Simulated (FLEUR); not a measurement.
## How the volume moves the moments of CoO

Aim: follow the moments and order energies of CoO as the volume changes.

Main program and level: FLEUR MaX-R8.1; LDA (VWN) with U = 3.5 eV on Co d; all-electron FLAPW, Dirac cores, scalar-relativistic bands.

## (1) Set-up

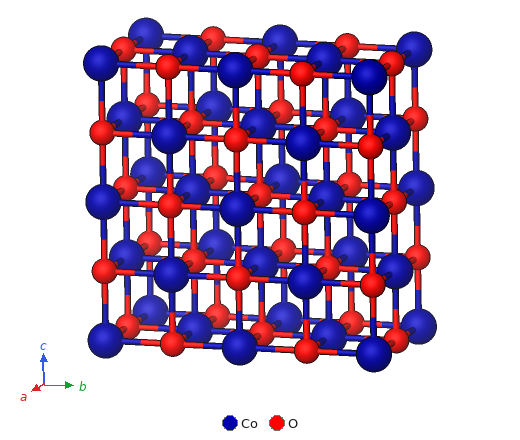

The starting structure, seen slightly off an axis (cobalt blue, oxygen red). 1×2×2 cells are drawn. This picture shows the conventional cell, with its axes. Some periodic images of atoms are drawn too.

As a file:

```xyz
2
Lattice="0.0000 2.1315 2.1315 2.1315 0.0000 2.1315 2.1315 2.1315 0.0000" Properties=species:S:1:pos:R:3 pbc="T T T"
Co    0.0000    0.0000    0.0000
O     2.1315    2.1315    2.1315
```

## (2) Factor 1, start ferro +

The scan starts at the cell as given. The U counters the self-interaction that shrinks the moments of a localised shell.

All lengths change alike; the factor is that of the volume. Atoms keep their fractional places. Spheres, Kmax and the mesh are the same at all points, the spheres being those of the tightest cell. inpgen writes inp.xml from crystal.txt; cutoffs, mixing, functional, smearing and local orbitals are then set in the file. The k list default-1 (kpts.xml, not shown) is a Γ-centred 8×8×8 mesh; where the ranks do not divide the number of points, some are split in two of half the weight.

The input, inp.xml:

```
<?xml version="1.0" encoding="UTF-8" standalone="no"?>
<fleurInput fleurInputVersion="0.39">
   <comment>
      CoO
   </comment>
   <calculationSetup>
      <cutoffs Kmax="4.4" Gmax="13.2" GmaxXC="13.2" numbands="0"/>
      <scfLoop itmax="110" minDistance="0.0001" maxIterBroyd="15" imix="Anderson" alpha="0.05" precondParam="0.0" spinf="2.0" sdNocoIR="T"/>
      <coreElectrons ctail="T" frcor="F" kcrel="0" coretail_lmax="0"/>
      <xcFunctional name="vwn" relativisticCorrections="F"/>
      <magnetism jspins="2"/>
      <soc l_soc="F" theta="0.0" phi="0.0" spav="F"/>
      <expertModes spex="0" secvar="F"/>
      <geometryOptimization l_f="F" forcealpha="1.0" forcemix="BFGS" epsdisp="0.00001" epsforce="0.00001"/>
      <ldaU l_linMix="F" mixParam="0.05" spinf="1.0"/>
   </calculationSetup>
   <cell>
      <bzIntegration valenceElectrons="23.0" mode="hist" fermiSmearingEnergy="0.00183747">
         <kPointListSelection listName="default-1"/>
         <xi:include xmlns:xi="http://www.w3.org/2001/XInclude" href="kpts.xml"> </xi:include>
      </bzIntegration>
      <xi:include xmlns:xi="http://www.w3.org/2001/XInclude" href="sym.xml"> </xi:include>
      <bulkLattice scale="1.0">
         <bravaisMatrix>
            <row-1>    0.0000000000000000     4.0279512345848998     4.0279512345848998</row-1>
            <row-2>    4.0279512345848998     0.0000000000000000     4.0279512345848998</row-2>
            <row-3>    4.0279512345848998     4.0279512345848998     0.0000000000000000</row-3>
         </bravaisMatrix>
      </bulkLattice>
   </cell>
   <atomSpecies>
      <species name="Cobalt (Co3.000" element="Co" atomicNumber="27">
         <mtSphere radius="2.4" gridPoints="793" logIncrement="0.015"/>
         <atomicCutoffs lmax="10" lnonsphr="8"/>
         <electronConfig flipSpins="F">
            <coreConfig>(1s1/2) (2s1/2) (2p1/2) (2p3/2)</coreConfig>
            <valenceConfig>(3s1/2) (3p1/2) (3p3/2) (4s1/2) (3d3/2) (3d5/2)</valenceConfig>
            <stateOccupation state="(3d3/2)" spinUp="2.0" spinDown="0.8"/>
            <stateOccupation state="(3d5/2)" spinUp="3.0" spinDown="1.2"/>
         </electronConfig>
         <energyParameters s="4" p="4" d="3" f="4"/>
         <ldaU l="2" U="3.5" J="0.0" l_amf="F"/>
         <lo type="SCLO" l="0" n="3" eDeriv="0"/>
         <lo type="SCLO" l="1" n="3" eDeriv="0"/>
      </species>
      <species name="Oxygen (O)" element="O" atomicNumber="8">
         <mtSphere radius="1.36" gridPoints="451" logIncrement="0.023"/>
         <atomicCutoffs lmax="6" lnonsphr="4"/>
         <electronConfig flipSpins="F">
            <coreConfig>(1s1/2)</coreConfig>
            <valenceConfig>(2s1/2) (2p1/2) (2p3/2)</valenceConfig>
            <stateOccupation state="(2p1/2)" spinUp="0.666667" spinDown="0.666667"/>
            <stateOccupation state="(2p3/2)" spinUp="1.333333" spinDown="1.333333"/>
         </electronConfig>
         <energyParameters s="2" p="2" d="3" f="4"/>
      </species>
   </atomSpecies>
   <atomGroups>
      <atomGroup species="Cobalt (Co3.000">
         <relPos label="                   1">.0000000000 .0000000000 .0000000000</relPos>
         <force calculate="T" relaxXYZ="TTT"/>
      </atomGroup>
      <atomGroup species="Oxygen (O)">
         <relPos label="                   2">1.000/2.000 1.000/2.000 1.000/2.000</relPos>
         <force calculate="T" relaxXYZ="TTT"/>
      </atomGroup>
   </atomGroups>
   <output dos="F" band="F" slice="F">
      <bandDOS minEnergy="-.5*Htr" maxEnergy="0.5*Htr" sigma="0.015" storeEVData="T"/>
      <plotting iplot="0" polar="F">
         <plot TwoD="T" vec1="  1.0  0.0  0.0" vec2="  0.0  1.0  0.0" vec3="  0.0  0.0  1.0" zero="  0.0  0.0  0.0" file="plot"/>
      </plotting>
      <moessbauerParams electricFieldGradient="F" isomerShift="F" coreHyperfine="F" valenceHyperfine="F"/>
   </output>
</fleurInput>
```

The input, crystal.txt:

```
CoO
&input film=F cartesian=F /
0.00000000000  2.13150000000  2.13150000000
2.13150000000  0.00000000000  2.13150000000
2.13150000000  2.13150000000  0.00000000000
1.8897261246
1.0 1.0 1.0

2
27 0.00000000000  0.00000000000  0.00000000000 : 3.000
8 0.50000000000  0.50000000000  0.50000000000

&kpt div1=8 div2=8 div3=8 gamma=T /
```

Launch:

```console
> OMP_NUM_THREADS=1 inpgen -f crystal.txt > inpgen.log  # inp.xml is then edited as shown
> OMP_NUM_THREADS=1 mpirun -n 8 fleur_MPI > fleur.log
```

Log:

```text
Welcome to FLEUR        (www.flapw.de)
      MaX-Release 8.1          (www.max-centre.eu)

 ========== k-point set info ==========
 Selected k-point list: default-1
 k-point list type: mesh
 0 x 0 x 0
 Number of k points: 32

 ------------Calculation Setup---------------------------
 Number of MPI-tasks      :            8
 Number of PE/node        :            8
 Number of OMP-threads    :            1
 k-points in parallel     :            8
 pe's per k-point         :            1
 No of k-point loops      :            4
 Eigenvalue solver        :       lapack
 Number of basis functions:          212
 Approximate size of matrices (H+S) per k-point:         0.001 GB
 --------------------------------------------------------
 no density matrix found ... skipping LDA+U
 Reset of history
 Iteration:     1   Distance:      22.27039767 me/bohr^3
 Iteration:     2   Distance:      24.53433503 me/bohr^3
 Iteration:     3   Distance:      22.16603069 me/bohr^3
 Iteration:     4   Distance:      17.28420999 me/bohr^3
 Iteration:     5   Distance:      25.03386905 me/bohr^3
 Iteration:     6   Distance:       6.35823801 me/bohr^3
 Iteration:     7   Distance:       5.79719160 me/bohr^3
 Iteration:     8   Distance:       1.35094027 me/bohr^3
 Iteration:     9   Distance:       1.10955414 me/bohr^3
 Iteration:    10   Distance:       0.26018691 me/bohr^3
 Iteration:    11   Distance:       0.18454072 me/bohr^3
 Iteration:    12   Distance:       0.03959659 me/bohr^3
 Iteration:    13   Distance:       0.02689323 me/bohr^3
 Iteration:    14   Distance:       0.00258877 me/bohr^3
 Iteration:    15   Distance:       0.00237097 me/bohr^3
 Iteration:    16   Distance:       0.00047898 me/bohr^3
 Iteration:    17   Distance:       0.00045257 me/bohr^3
 Iteration:    18   Distance:       0.00033637 me/bohr^3
 Iteration:    19   Distance:       0.00011002 me/bohr^3
 Iteration:    20   Distance:       0.00003262 me/bohr^3

 ********************************************************************
 Run finished successfully
 Stop message:
   all done
 ********************************************************************

--- out.xml (last complete iteration) ---
<iteration numberForCurrentRun="   20" overallNumber="   20">
         [... left out ...]
         <bandgap value="0.0015635785" units="eV"/>
         <sumValenceSingleParticleEnergies value="-16.0780482376" units="Htr"/>
         <FermiEnergy value="0.2921437410" units="Htr"/>
         <valenceDensity>
            <mtCharges spin="1">
               <mtCharge atomType="1" total="9.3389755" s="1.1673484" p="3.1966407" d="4.9202771" f="0.0397067"/>
               <mtCharge atomType="2" total="2.2710122" s="0.6803140" p="1.5870460" d="0.0032206" f="0.0003699"/>
            </mtCharges>
            <mtCharges spin="2">
               <mtCharge atomType="1" total="6.6309618" s="1.1470448" p="3.1793846" d="2.2548436" f="0.0369856"/>
               <mtCharge atomType="2" total="2.0223032" s="0.6550437" p="1.3647875" d="0.0022151" f="0.0002296"/>
            </mtCharges>
            <spinDependentCharge spin="1" total="12.9997410" interstitial="1.3897533" mtSpheres="11.6099877"/>
            <spinDependentCharge spin="2" total="10.0002590" interstitial="1.3469941" mtSpheres="8.6532650"/>
            <totalCharge value="23.0000000001"/>
         </valenceDensity>
         [... left out ...]
         <magneticMomentsInMTSpheres units="muBohr">
            <globalMagMoment atomType="1" vec="0.00000   0.00000   2.70801"/>
            <localMagMoment atomType="1" vec="0.00000   0.00000   2.70801"/>
            <globalMagMoment atomType="2" vec="0.00000   0.00000   0.24871"/>
            <localMagMoment atomType="2" vec="0.00000   0.00000   0.24871"/>
         </magneticMomentsInMTSpheres>
         [... left out ...]
         <totalEnergy value="    -1465.8477086790" units="Htr">
            <sumOfEigenvalues value="     -838.9535558738">
               <coreElectrons value="-822.8755076362"/>
               <valenceElectrons value="-16.0780482376"/>
            </sumOfEigenvalues>
            <densityCoulombPotentialIntegral value="-2237.4137458438"/>
            <densityEffectivePotentialIntegral value="-2323.9356433084"/>
            <chargeDenXCDenIntegral value="-65.3936794659"/>
            <FockExchangeEnergyValence value="0.0000000000"/>
            <FockExchangeEnergyCore value="0.0000000000"/>
         [... left out ...]
            <dftUCorrection value="-0.3956213734"/>
            <tkbTimesEntropy value="0.0012650742"/>
            <freeEnergy value="-1465.8489737531"/>
            <extrapolationTo0K value="-1465.8483412160"/>
         </totalEnergy>
         [... left out ...]
         <ldaUDensityMatrixConvergence>
            <distance spin="1" distance="0.000000"/>
            <distance spin="2" distance="0.000000"/>
         </ldaUDensityMatrixConvergence>
         <densityConvergence units="me/bohr^3">
            <chargeDensity spin="1" distance="0.0000205890"/>
            <chargeDensity spin="2" distance="0.0000219980"/>
            <overallChargeDensity distance="0.0000326196"/>
            <spinDensity distance="0.0000274153"/>
         </densityConvergence>
      </iteration>
```

Run time: 11 s. Hardware: 8 MPI ranks of Arm Neoverse N1, shared host; peak memory 0.39 GiB.

Spin moment in the muffin-tin sphere by atom:

| atom | spin moment in the muffin-tin sphere (μB) |
| --- | --- |
| Co1 | 2.71 |
| O2 | 0.25 |

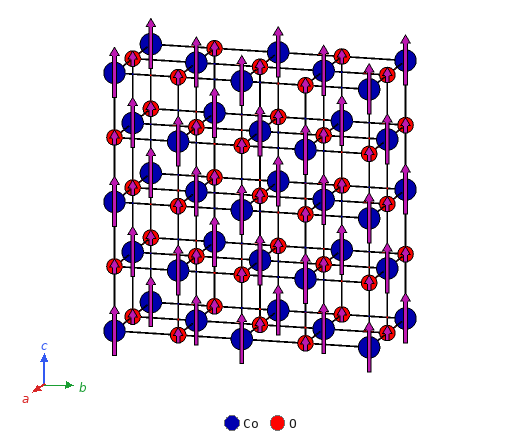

Spin moment in the muffin-tin sphere as arrows, the longest 2.71 μB. Up and down stand for the sign. Arrows give size and sign along the axis of quantisation, drawn up and down the page. Each arrow also spans its atom, so small moments look longer than they are. 1×2×2 conventional cells are drawn. Some periodic images of atoms are drawn too.

Read from the output:

- free energy: -39887.7826 eV
- program's band gap on this mesh (in a metal only a level spacing): 0.001564 eV
- magnetization: 2.999 μB
- final state: ferromagnetic

After 20 cycles the largest moment stands at 2.71 μB.

## (3) Factor 1, start antiferro q=(0,0,1/2) +-

The k list default-1 (kpts.xml, not shown) is a Γ-centred 8×8×4 mesh.

inp.xml, as its differences from that of step 2:

```diff
@@ -17,3 +17,3 @@
    <cell>
-      <bzIntegration valenceElectrons="23.0" mode="hist" fermiSmearingEnergy="0.00183747">
+      <bzIntegration valenceElectrons="46.0" mode="hist" fermiSmearingEnergy="0.00183747">
          <kPointListSelection listName="default-1"/>
@@ -26,3 +26,3 @@
             <row-2>    4.0279512345848998     0.0000000000000000     4.0279512345848998</row-2>
-            <row-3>    4.0279512345848998     4.0279512345848998     0.0000000000000000</row-3>
+            <row-3>    8.0559024691697996     8.0559024691697996     0.0000000000000000</row-3>
          </bravaisMatrix>
@@ -39,2 +39,16 @@
             <stateOccupation state="(3d5/2)" spinUp="3.0" spinDown="1.2"/>
+         </electronConfig>
+         <energyParameters s="4" p="4" d="3" f="4"/>
+         <ldaU l="2" U="3.5" J="0.0" l_amf="F"/>
+         <lo type="SCLO" l="0" n="3" eDeriv="0"/>
+         <lo type="SCLO" l="1" n="3" eDeriv="0"/>
+      </species>
+      <species name="Cobalt (Co-3.000" element="Co" atomicNumber="27">
+         <mtSphere radius="2.4" gridPoints="793" logIncrement="0.015"/>
+         <atomicCutoffs lmax="10" lnonsphr="8"/>
+         <electronConfig flipSpins="F">
+            <coreConfig>(1s1/2) (2s1/2) (2p1/2) (2p3/2)</coreConfig>
+            <valenceConfig>(3s1/2) (3p1/2) (3p3/2) (4s1/2) (3d3/2) (3d5/2)</valenceConfig>
+            <stateOccupation state="(3d3/2)" spinUp="0.8" spinDown="2.0"/>
+            <stateOccupation state="(3d5/2)" spinUp="1.2" spinDown="3.0"/>
          </electronConfig>
@@ -62,4 +76,9 @@
       </atomGroup>
+      <atomGroup species="Cobalt (Co-3.000">
+         <relPos label="                   2">.0000000000 .0000000000 1.000/2.000</relPos>
+         <force calculate="T" relaxXYZ="TTT"/>
+      </atomGroup>
       <atomGroup species="Oxygen (O)">
-         <relPos label="                   2">1.000/2.000 1.000/2.000 1.000/2.000</relPos>
+         <relPos label="                   3">1.000/2.000 1.000/2.000 1.000/4.000</relPos>
+         <relPos label="                   4">1.000/2.000 1.000/2.000 -1.000/4.000</relPos>
          <force calculate="T" relaxXYZ="TTT"/>
```

The input, crystal.txt:

```
CoO
&input film=F cartesian=F /
0.00000000000  2.13150000000  2.13150000000
2.13150000000  0.00000000000  2.13150000000
4.26300000000  4.26300000000  0.00000000000
1.8897261246
1.0 1.0 1.0

4
27 0.00000000000  0.00000000000  0.00000000000 : 3.000
27 0.00000000000  0.00000000000  0.50000000000 : -3.000
8 0.50000000000  0.50000000000  0.25000000000
8 0.50000000000  0.50000000000  0.75000000000

&kpt div1=8 div2=8 div3=4 gamma=T /
```

Log:

```text
[banner, memory and clock lines left out]
Welcome to FLEUR        (www.flapw.de)
      MaX-Release 8.1          (www.max-centre.eu)

 ========== k-point set info ==========
 Selected k-point list: default-1
 k-point list type: mesh
 0 x 0 x 0
 Number of k points: 80

 [... set-up left out ...]
 no density matrix found ... skipping LDA+U
 Reset of history
 Iteration:     1   Distance:      24.90585354 me/bohr^3
 Iteration:     2   Distance:      24.36680956 me/bohr^3
 Iteration:     3   Distance:      22.03918278 me/bohr^3
 Iteration:     4   Distance:      14.63846118 me/bohr^3
 Iteration:     5   Distance:      13.70563107 me/bohr^3
 Iteration:     6   Distance:       8.42499450 me/bohr^3
 Iteration:     7   Distance:       9.31298688 me/bohr^3
 Iteration:     8   Distance:       7.85333206 me/bohr^3
[... lines left out ...]
[... 12 iterations left out ...]
[... lines left out ...]
 Iteration:    27   Distance:       0.00169165 me/bohr^3
 Iteration:    28   Distance:       0.00068238 me/bohr^3
 Iteration:    29   Distance:       0.00058610 me/bohr^3
 Iteration:    30   Distance:       0.00014937 me/bohr^3
 Iteration:    31   Distance:       0.00016093 me/bohr^3
 Iteration:    32   Distance:       0.00004493 me/bohr^3

 ********************************************************************
 Run finished successfully
 Stop message:
   all done
 ********************************************************************

--- out.xml (last complete iteration) ---
<iteration numberForCurrentRun="   32" overallNumber="   32">
         [... left out ...]
         <bandgap value="0.0000000045" units="eV"/>
         <sumValenceSingleParticleEnergies value="-32.0932884760" units="Htr"/>
         <FermiEnergy value="0.2910325461" units="Htr"/>
         [... left out ...]
         <magneticMomentsInMTSpheres units="muBohr">
            <globalMagMoment atomType="1" vec="0.00000   0.00000   2.60660"/>
            <globalMagMoment atomType="2" vec="0.00000   0.00000  -2.60660"/>
            <globalMagMoment atomType="3" vec="0.00000   0.00000   0.00000"/>
         </magneticMomentsInMTSpheres>
         [... left out ...]
         <totalEnergy value="    -2931.6992440547" units="Htr">
            <sumOfEigenvalues value="    -1677.8029925290">
               <coreElectrons value="-1645.7097040530"/>
               <valenceElectrons value="-32.0932884760"/>
            </sumOfEigenvalues>
         [... left out ...]
            <freeEnergy value="-2931.7016566163"/>
            <extrapolationTo0K value="-2931.7004503355"/>
         </totalEnergy>
         [... left out ...]
         <ldaUDensityMatrixConvergence>
            <distance spin="1" distance="0.000004"/>
            <distance spin="2" distance="0.000004"/>
         </ldaUDensityMatrixConvergence>
         <densityConvergence units="me/bohr^3">
            <chargeDensity spin="1" distance="0.0000281256"/>
            <chargeDensity spin="2" distance="0.0000269243"/>
            <overallChargeDensity distance="0.0000449289"/>
            <spinDensity distance="0.0000318327"/>
         </densityConvergence>
      </iteration>
```

It took 1.7 min on 8 MPI ranks; peak memory 0.65 GiB; 14 min of CPU time.

Spin moment in the muffin-tin sphere by atom:

| atom | spin moment in the muffin-tin sphere (μB) |
| --- | --- |
| Co1 | 2.61 |
| Co2 | -2.61 |
| O3 | 0.00 |
| O4 | 0.00 |

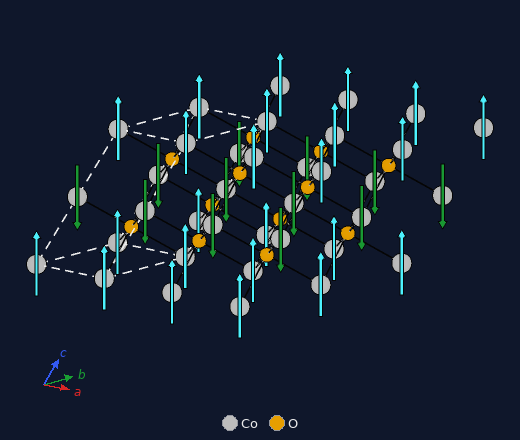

Spin moment in the muffin-tin sphere as arrows, the longest 2.61 μB. Up and down stand for the sign. Arrows give size and sign along the axis of quantisation, drawn up and down the page. The two directions have two colours. Bonds to atoms that aren't drawn are left out. 3×2×1 cells are drawn. Some periodic images of atoms are drawn too.

This step gave:

* free energy: -79775.6661 eV
* program's band gap on this mesh (in a metal only a level spacing): 4.50e-9 eV
* magnetization: 0 μB
* final state: antiferromagnetic

After 32 cycles the largest moment stands at 2.61 μB.

(Part 1 of 2 ends here.)

[Logs and program files are shortened in this print: banners, set-up blocks, solver, clock and traceback lines can be left out without a mark of their own.]

[Logs are printed without paths, hosts, clocks, repeated set-up lines and the standing remarks that a program may print on its own settings, such as how far it seeks lower states.]

[Hosts, paths, dates, database ids (printed as entryN), source tags and the programs' standing remarks are cut or masked in the printed files.]

[Where a cell is said to come from a database of computed structures, the database is the Materials Project.]
